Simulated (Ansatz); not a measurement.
# Amorphous Si2O: valence band and core levels, part 4 of 7

How wide do site differences make the core lines of amorphous Si2O?

Ansatz 0.2.0; DFT, PBEsol, plane-wave PAW, scalar-relativistic; PAW set soft_1.

So far. Step 4 (Dynamics at 1760 K): Beyond half the shortest lattice vector, 4.1 Å, g(r) counts periodic images.

## (5) Dynamics at 300 K

A short run with the thermostat set to 300 K, starting from rest and too brief to equilibrate, lets it settle further; the cutoff and mesh are cut down, since only a plausible structure is wanted.

input.yaml reads:

```yaml
crystal:
  lattice:
    - [8.1669974226, 0.0, 0.0]
    - [0.0, 8.1669974226, 0.0]
    - [0.0, 0.0, 8.1669974226]
  atoms:
    - { symbol: Si, position: [1.1649031437, 0.8908887272, 0.7191696256] }
    - { symbol: Si, position: [0.3611125371, 0.586944446, 0.1198624421] }
    - { symbol: Si, position: [1.1645776542, 0.4014795929, 0.6470615063] }
    - { symbol: Si, position: [0.7033134267, 1.2988388848, 0.1659170576] }
    - { symbol: Si, position: [0.3968551379, 1.319365399, 0.9516738269] }
    - { symbol: Si, position: [-0.0477723702, 0.6548463468, 0.2120528799] }
    - { symbol: Si, position: [0.4377323417, 0.797913075, 0.3061282166] }
    - { symbol: Si, position: [0.9928969604, 0.3835435567, 0.1176273593] }
    - { symbol: Si, position: [0.641104109, 0.5097758591, 0.9397312085] }
    - { symbol: Si, position: [0.2586842594, 1.1621196339, 0.7228277903] }
    - { symbol: Si, position: [1.1580054706, 0.5544419176, -0.1201870416] }
    - { symbol: Si, position: [1.0843417684, -0.0606974655, -0.0130736098] }
    - { symbol: Si, position: [0.2968319663, 1.2980332382, 1.261194865] }
    - { symbol: Si, position: [0.7097632475, 0.5328153674, 0.3262527403] }
    - { symbol: Si, position: [0.2416233097, 0.7146622776, 0.4941592303] }
    - { symbol: Si, position: [0.5853088162, 1.0914005351, 0.4261599206] }
    - { symbol: Si, position: [0.3880193081, 0.7276162006, -0.1924022643] }
    - { symbol: Si, position: [0.86319001, 0.4632360673, 0.7122733268] }
    - { symbol: Si, position: [0.4392159366, 0.9778899058, 1.1155227411] }
    - { symbol: Si, position: [1.0196824946, 1.2495560643, 0.8521355755] }
    - { symbol: O, position: [0.4879317482, 0.8736382762, -0.0414471823] }
    - { symbol: O, position: [0.7290971008, 0.5501883547, 0.5541847006] }
    - { symbol: O, position: [1.103363522, 0.2432681673, 0.2370374067] }
    - { symbol: O, position: [0.3281530411, 0.5008869154, 0.306530956] }
    - { symbol: O, position: [0.0634381687, 0.7076596527, 0.3815630687] }
    - { symbol: O, position: [-0.0463319313, 0.0781551384, -0.0597199725] }
    - { symbol: O, position: [0.9590603911, -0.2147694585, 0.0721419846] }
    - { symbol: O, position: [0.40164484, 0.2352572543, 0.4001009803] }
    - { symbol: O, position: [0.2259525317, 0.9777052673, 1.1254163215] }
    - { symbol: O, position: [0.5919954291, 0.6861523277, 0.3517999211] }
kpoints:
  mp_grid: { grid: [1, 1, 1] }
scf:
  occupations: { method: fermi_dirac, width: 0.1 }
  n_extra_bands: 21
hamiltonian:
  xc: pbesol
  pseudopotentials: { kind: paw, azcp: { folder: soft_1 }, xc_functional: pbe }
output:
  forces: true
basis:
  ecutwfc: 320
md:
  timestep: 1.5
  n_steps: 264
  ensemble: nvt_langevin
  temperature: 300
  seed: 0
```

Started as:

```sh
ansatz run input.yaml --threads 8 --pin off --max-ram 23552MiB --backend cpu --events-out ev --progress --plain --runs-dir out
```

Numbers of over 12 decimals in the logs are rounded to 6 here.

What it wrote:

```text
[...]
Crystal: 30 atoms, lattice volume = 544.737 Å³
Basis set: ecut = 320 eV, 7075 PW (Γ), exchange–correlation on 96×96×96 points (8 copies of the dense FFT grid, shifted against one another)
Bands: 91, of which v1, the nominal top of the filled ones, is band 70 counted from 1 (69 counted from 0)
Symmetry: 1 space group operations
k-points: 1
[...]
SCF iter   1: F=—  HF=-18047.615961 eV  |F-HF|=—  |Δ(HF+E_count)|=         —  Δρ=6.64e-2  dr2=9.09e1  ethr=3.10e-3  ⟨swp⟩=10.0  Hψ=574  notcnv=0  defer=2
[...]
SCF iter  15: F=-18030.382425 eV  HF=-18030.382425 eV  |F-HF|=1.36e-8  |Δ(HF+E_count)|=   5.43e-9  Δρ=1.23e-6  dr2=1.72e-8  ethr=2.14e-11  ⟨swp⟩=4.0  Hψ=299  notcnv=0
SCF 1 converged in 15 iterations: F = -18030.382425 eV  dr2 = 1.72e-8
[...]
md step     0: t =     0.00 fs  T =     0.0 K  F+E_penalty+E_count = -18030.38242508 eV  E_kin = 0.000000 eV  (15 SCF iters)
[...]
SCF iter   8: F=-18030.490923 eV  HF=-18030.490923 eV  |F-HF|=6.76e-9  |Δ(HF+E_count)|=   4.20e-9  Δρ=7.81e-7  dr2=8.78e-9  ethr=2.14e-11  ⟨swp⟩=4.0  Hψ=289  notcnv=0
SCF 2 converged in 8 iterations: F = -18030.490923 eV  dr2 = 8.78e-9
md step     1: t =     1.50 fs  T =    36.1 K  F+E_penalty+E_count = -18030.49092336 eV  E_kin = 0.140136 eV  (8 SCF iters)
[...]
SCF iter   9: F=-18030.785726 eV  HF=-18030.785726 eV  |F-HF|=9.11e-9  |Δ(HF+E_count)|=   7.67e-9  Δρ=8.43e-7  dr2=1.17e-8  ethr=2.14e-11  ⟨swp⟩=4.0  Hψ=299  notcnv=0
SCF 3 converged in 9 iterations: F = -18030.785726 eV  dr2 = 1.17e-8
md step     2: t =     3.00 fs  T =   114.8 K  F+E_penalty+E_count = -18030.78572635 eV  E_kin = 0.445151 eV  (9 SCF iters)
[... from here on, the SCF cycles and remarks between the steps are left out ...]
md step     3: t =     4.50 fs  T =   206.8 K  F+E_penalty+E_count = -18031.19607568 eV  E_kin = 0.801976 eV  (9 SCF iters)
md step     4: t =     6.00 fs  T =   333.7 K  F+E_penalty+E_count = -18031.66591845 eV  E_kin = 1.293830 eV  (9 SCF iters)
md step     5: t =     7.50 fs  T =   454.6 K  F+E_penalty+E_count = -18032.14809158 eV  E_kin = 1.762976 eV  (7 SCF iters)
md step     6: t =     9.00 fs  T =   575.3 K  F+E_penalty+E_count = -18032.59586853 eV  E_kin = 2.230852 eV  (7 SCF iters)
md step     7: t =    10.50 fs  T =   646.6 K  F+E_penalty+E_count = -18032.97320456 eV  E_kin = 2.507212 eV  (6 SCF iters)
md step     8: t =    12.00 fs  T =   719.5 K  F+E_penalty+E_count = -18033.26566370 eV  E_kin = 2.789950 eV  (6 SCF iters)
md step     9: t =    13.50 fs  T =   752.5 K  F+E_penalty+E_count = -18033.46923107 eV  E_kin = 2.917959 eV  (6 SCF iters)
md step    10: t =    15.00 fs  T =   789.9 K  F+E_penalty+E_count = -18033.58773021 eV  E_kin = 3.063109 eV  (10 SCF iters)
md step    11: t =    16.50 fs  T =   797.8 K  F+E_penalty+E_count = -18033.63849419 eV  E_kin = 3.093780 eV  (7 SCF iters)
md step    12: t =    18.00 fs  T =   818.8 K  F+E_penalty+E_count = -18033.66303921 eV  E_kin = 3.175050 eV  (7 SCF iters)
md step    13: t =    19.50 fs  T =   829.3 K  F+E_penalty+E_count = -18033.72064648 eV  E_kin = 3.215842 eV  (6 SCF iters)
md step    14: t =    21.00 fs  T =   839.6 K  F+E_penalty+E_count = -18033.86286856 eV  E_kin = 3.255741 eV  (7 SCF iters)
md step    15: t =    22.50 fs  T =   906.3 K  F+E_penalty+E_count = -18034.10253970 eV  E_kin = 3.514330 eV  (6 SCF iters)
md step    16: t =    24.00 fs  T =   963.3 K  F+E_penalty+E_count = -18034.38870944 eV  E_kin = 3.735597 eV  (7 SCF iters)
md step    17: t =    25.50 fs  T =  1023.8 K  F+E_penalty+E_count = -18034.65740987 eV  E_kin = 3.970005 eV  (6 SCF iters)
md step    18: t =    27.00 fs  T =  1044.2 K  F+E_penalty+E_count = -18034.85816074 eV  E_kin = 4.049353 eV  (6 SCF iters)
md step    19: t =    28.50 fs  T =  1052.2 K  F+E_penalty+E_count = -18034.96674423 eV  E_kin = 4.080094 eV  (7 SCF iters)
md step    20: t =    30.00 fs  T =  1017.8 K  F+E_penalty+E_count = -18034.98706001 eV  E_kin = 3.946647 eV  (10 SCF iters)
md step    21: t =    31.50 fs  T =   968.0 K  F+E_penalty+E_count = -18034.95420437 eV  E_kin = 3.753885 eV  (7 SCF iters)
md step    22: t =    33.00 fs  T =   934.0 K  F+E_penalty+E_count = -18034.89624624 eV  E_kin = 3.621764 eV  (6 SCF iters)
md step    23: t =    34.50 fs  T =   903.9 K  F+E_penalty+E_count = -18034.84438836 eV  E_kin = 3.505229 eV  (7 SCF iters)
md step    24: t =    36.00 fs  T =   857.9 K  F+E_penalty+E_count = -18034.83479754 eV  E_kin = 3.326599 eV  (7 SCF iters)
md step    25: t =    37.50 fs  T =   838.9 K  F+E_penalty+E_count = -18034.86831760 eV  E_kin = 3.253140 eV  (5 SCF iters)
md step    26: t =    39.00 fs  T =   806.2 K  F+E_penalty+E_count = -18034.92367888 eV  E_kin = 3.126463 eV  (6 SCF iters)
md step    27: t =    40.50 fs  T =   790.1 K  F+E_penalty+E_count = -18034.97976276 eV  E_kin = 3.063881 eV  (5 SCF iters)
md step    28: t =    42.00 fs  T =   805.2 K  F+E_penalty+E_count = -18035.03379638 eV  E_kin = 3.122254 eV  (6 SCF iters)
md step    29: t =    43.50 fs  T =   794.6 K  F+E_penalty+E_count = -18035.07535665 eV  E_kin = 3.081461 eV  (6 SCF iters)
md step    30: t =    45.00 fs  T =   786.0 K  F+E_penalty+E_count = -18035.11021968 eV  E_kin = 3.048020 eV  (9 SCF iters)
md step    31: t =    46.50 fs  T =   783.6 K  F+E_penalty+E_count = -18035.15130295 eV  E_kin = 3.038828 eV  (7 SCF iters)
md step    32: t =    48.00 fs  T =   780.3 K  F+E_penalty+E_count = -18035.19688229 eV  E_kin = 3.025890 eV  (6 SCF iters)
md step    33: t =    49.50 fs  T =   818.5 K  F+E_penalty+E_count = -18035.25892666 eV  E_kin = 3.173959 eV  (7 SCF iters)
md step    34: t =    51.00 fs  T =   819.2 K  F+E_penalty+E_count = -18035.33290568 eV  E_kin = 3.176865 eV  (7 SCF iters)
md step    35: t =    52.50 fs  T =   874.4 K  F+E_penalty+E_count = -18035.41671856 eV  E_kin = 3.390630 eV  (6 SCF iters)
md step    36: t =    54.00 fs  T =   859.2 K  F+E_penalty+E_count = -18035.49937988 eV  E_kin = 3.331837 eV  (5 SCF iters)
md step    37: t =    55.50 fs  T =   854.8 K  F+E_penalty+E_count = -18035.56941134 eV  E_kin = 3.314910 eV  (6 SCF iters)
md step    38: t =    57.00 fs  T =   823.9 K  F+E_penalty+E_count = -18035.62009582 eV  E_kin = 3.194770 eV  (5 SCF iters)
md step    39: t =    58.50 fs  T =   780.9 K  F+E_penalty+E_count = -18035.65893865 eV  E_kin = 3.028305 eV  (6 SCF iters)
[...]
md step    68: t =   102.00 fs  T =   722.5 K  F+E_penalty+E_count = -18036.58398817 eV  E_kin = 2.801735 eV  (7 SCF iters)
md step    69: t =   103.50 fs  T =   707.8 K  F+E_penalty+E_count = -18036.61721059 eV  E_kin = 2.744828 eV  (6 SCF iters)
md step    70: t =   105.00 fs  T =   714.7 K  F+E_penalty+E_count = -18036.65532248 eV  E_kin = 2.771531 eV  (9 SCF iters)
md step    71: t =   106.50 fs  T =   737.1 K  F+E_penalty+E_count = -18036.69791451 eV  E_kin = 2.858178 eV  (7 SCF iters)
md step    72: t =   108.00 fs  T =   709.9 K  F+E_penalty+E_count = -18036.73794727 eV  E_kin = 2.752992 eV  (6 SCF iters)
md step    73: t =   109.50 fs  T =   702.1 K  F+E_penalty+E_count = -18036.77278799 eV  E_kin = 2.722525 eV  (6 SCF iters)
md step    74: t =   111.00 fs  T =   688.3 K  F+E_penalty+E_count = -18036.80302890 eV  E_kin = 2.669061 eV  (6 SCF iters)
md step    75: t =   112.50 fs  T =   652.3 K  F+E_penalty+E_count = -18036.82788526 eV  E_kin = 2.529445 eV  (6 SCF iters)
md step    76: t =   114.00 fs  T =   629.5 K  F+E_penalty+E_count = -18036.84768444 eV  E_kin = 2.441055 eV  (6 SCF iters)
md step    77: t =   115.50 fs  T =   606.1 K  F+E_penalty+E_count = -18036.86765682 eV  E_kin = 2.350354 eV  (7 SCF iters)
md step    78: t =   117.00 fs  T =   613.7 K  F+E_penalty+E_count = -18036.89141899 eV  E_kin = 2.379818 eV  (6 SCF iters)
SCF iter   1: F=—  HF=-18036.916972 eV  |F-HF|=—  |Δ(HF+E_count)|=         —  Δρ=1.52e-4  dr2=1.01e-4  ethr=1.16e-6  ⟨swp⟩=4.0  Hψ=243  notcnv=0  defer=2
[...]
SCF iter   6: F=-18036.917264 eV  HF=-18036.917264 eV  |F-HF|=1.15e-8  |Δ(HF+E_count)|=   1.17e-8  Δρ=1.22e-6  dr2=1.53e-8  ethr=2.14e-11  ⟨swp⟩=5.0  Hψ=330  notcnv=0
SCF 80 converged in 6 iterations: F = -18036.917264 eV  dr2 = 1.53e-8
md step    79: t =   118.50 fs  T =   625.8 K  F+E_penalty+E_count = -18036.91726400 eV  E_kin = 2.426880 eV  (6 SCF iters)
[...]
SCF iter   1: F=—  HF=-18036.938233 eV  |F-HF|=—  |Δ(HF+E_count)|=         —  Δρ=1.64e-3  dr2=1.28e-2  ethr=9.02e-6  ⟨swp⟩=2.0  Hψ=316  notcnv=0
[...]
```

Wall time 1.9 min (8 threads of Arm Neoverse V2, shared host); peak memory 0.42 GiB.

The trajectory, sampled:

| time (fs) | T (K) | potential (meV/atom) |
| --- | --- | --- |
| 0.0 | 0 | 0.0 |
| 27.0 | 1044 | -149.2 |
| 52.5 | 874 | -167.8 |
| 79.5 | 795 | -190.1 |
| 105.0 | 715 | -209.1 |
| 132.0 | 674 | -226.0 |
| 159.0 | 472 | -208.4 |
| 184.5 | 470 | -219.6 |
| 211.5 | 412 | -217.4 |
| 237.0 | 481 | -245.2 |
| 264.0 | 329 | -228.1 |
| 291.0 | 372 | -239.9 |
| 316.5 | 407 | -244.7 |
| 343.5 | 363 | -242.8 |
| 369.0 | 366 | -245.5 |
| 396.0 | 396 | -248.1 |

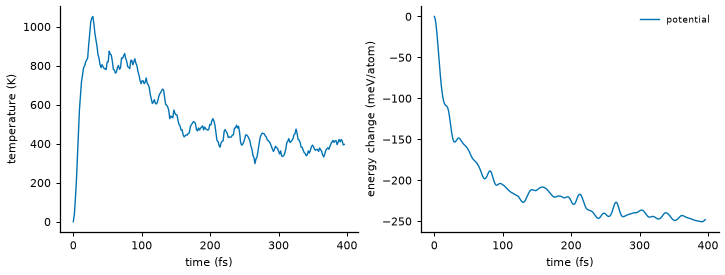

Temperature and energies against time.

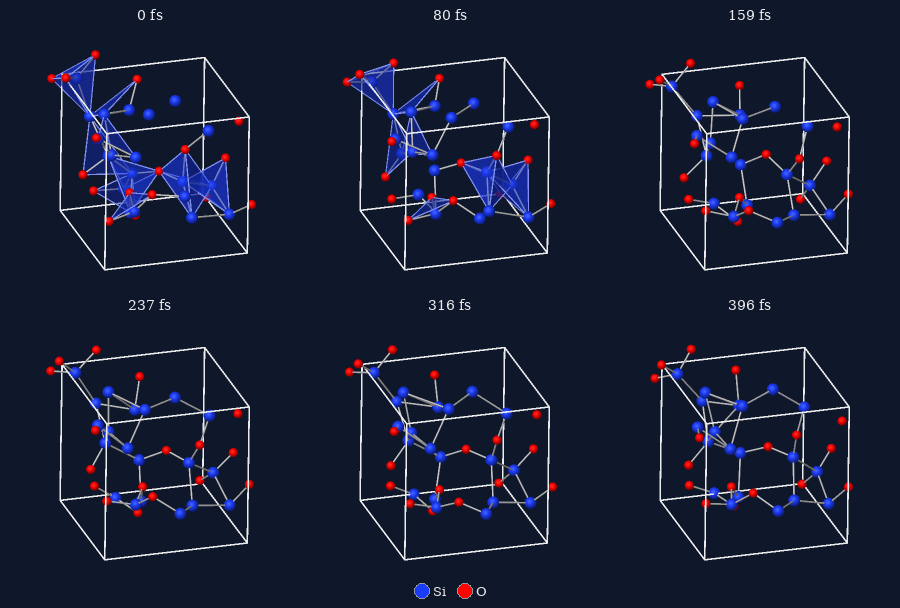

6 frames of the run. Bonds to atoms that aren't drawn are left out.

Mean square displacement at the end: Si 0.53 Å², O 0.41 Å².

Positions (Å) and forces (eV/Å) at 396.0 fs:

```xyz
30
Lattice="8.167 0.000 0.000 0.000 8.167 0.000 0.000 0.000 8.167" Properties=species:S:1:pos:R:3:forces:R:3 pbc="T T T"
Si   10.415    7.883    5.812   -0.120    0.061   -0.105
Si    3.607    5.400    0.965    0.223    0.727    0.758
Si   10.122    4.628    5.413    0.138   -0.948    0.324
Si    5.986   10.992    1.591   -0.236   -0.066    1.108
Si    2.943   11.004    7.622   -0.160   -0.263   -0.597
Si    0.035    5.707    1.773   -0.619   -0.937    0.413
Si    4.137    6.801    2.930    1.069   -0.749   -0.630
Si    8.148    3.384    0.886    0.373   -0.321   -0.535
Si    5.001    3.850    7.936   -0.076    0.223   -0.512
Si    2.074   10.316    5.449    0.038    0.754    0.730
Si    9.670    5.026   -0.512   -0.410   -0.357   -0.423
Si    8.862   -0.644   -0.392   -1.370   -0.431    0.060
Si    2.419   11.026    9.939    0.992   -1.137    0.512
Si    6.472    4.625    3.342   -0.858    0.256   -0.514
Si    2.165    6.464    4.004   -1.019    0.294   -0.627
Si    4.437    8.975    2.031    0.682    0.902   -0.094
Si    3.745    5.982   -1.985    0.479    0.336    0.431
Si    6.863    3.991    6.565   -0.211    0.100   -1.268
Si    3.187    8.426    8.097    1.243    0.172   -0.128
Si    8.358   10.375    6.968    0.401   -0.751    0.337
O     3.775    6.715   -0.178   -0.039    0.143   -1.184
O     6.476    4.087    4.905    0.530   -0.326    0.827
O     9.021    2.601    2.127    0.068    0.471    0.291
O     2.873    4.394    2.106   -0.426   -0.397    0.700
O     1.078    6.506    2.706    0.883    0.144    1.052
O    -0.216    0.561   -1.062   -0.629    0.962    0.065
O     7.681   -1.417    0.642    0.252    1.122   -0.854
O     3.324    1.850    2.783   -0.675    0.179   -0.865
O     1.714    8.331    8.787   -0.443   -0.490    1.080
O     5.440    5.926    3.531   -0.079    0.326   -0.352
```

The pair distribution g(r) has structure finer than the step of the table below, so its rows give means over 0.5 Å, whole bins alone (the curve runs from 0.0357 to 5.68 Å). Peaks (Å: height): Si–Si 2.39: 4.23, 2.61: 2.67, 2.89: 1.72, 3.54: 1.79, 3.68: 1.23, 4.18: 1.50; Si–O 1.68: 12.8, 3.25: 1.97; O–O 2.68: 6.76, 2.82: 3.05, 3.18: 1.20, 3.97: 2.99, 4.32: 2.52, 5.18: 1.47, 5.40: 1.30.

From the last frames. Table of pair distribution g(r) by r; means over each step:

| r (Å) | Si–Si | Si–O | O–O |
| --- | --- | --- | --- |
| 1.0 | 0 | 0 | 0 |
| 1.5 | 0 | 2.78 | 0 |
| 2.0 | 0.111 | 0.422 | 0 |
| 2.5 | 2.33 | 0 | 2.05 |
| 3.0 | 0.970 | 1.20 | 1.02 |
| 3.5 | 1.07 | 1.38 | 0.324 |
| 4.0 | 0.905 | 1.00 | 0.927 |
| 4.5 | 0.782 | 0.803 | 1.52 |
| 5.0 | 0.914 | 1.26 | 0.558 |

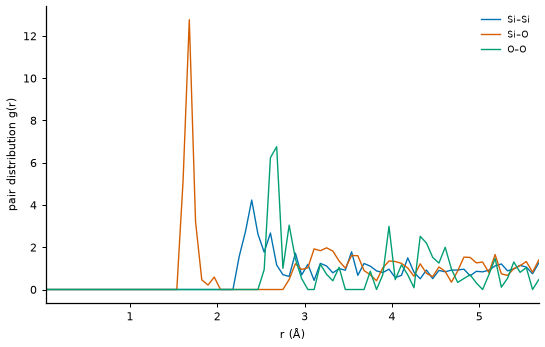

Pair distribution g(r) against r.

Beyond half the shortest lattice vector, 4.1 Å, g(r) counts periodic images.

This step gave:

| Quantity | Value |
| --- | --- |
| free energy | -18037.8259 eV |
| energy at zero smearing | -18037.7980 eV |
| smearing term TS | 0.05573 eV |
| Fermi energy | 4.992 eV |
| gap on the k-mesh | 0.7146 eV |

(Continued in part 5 of 7.)

[Logs are printed without paths, hosts, clocks, repeated set-up lines and the standing remarks that a program may print on its own settings, such as how far it seeks lower states.]

[Hosts, paths, dates, database ids (printed as entryN), source tags and the programs' standing remarks are cut or masked in the printed files.]

[Maps of the electrostatic potential energy from Ansatz leave out the sawtooth potential of an applied field or a dipole correction, so their vacuum need not be flat; work functions include it.]
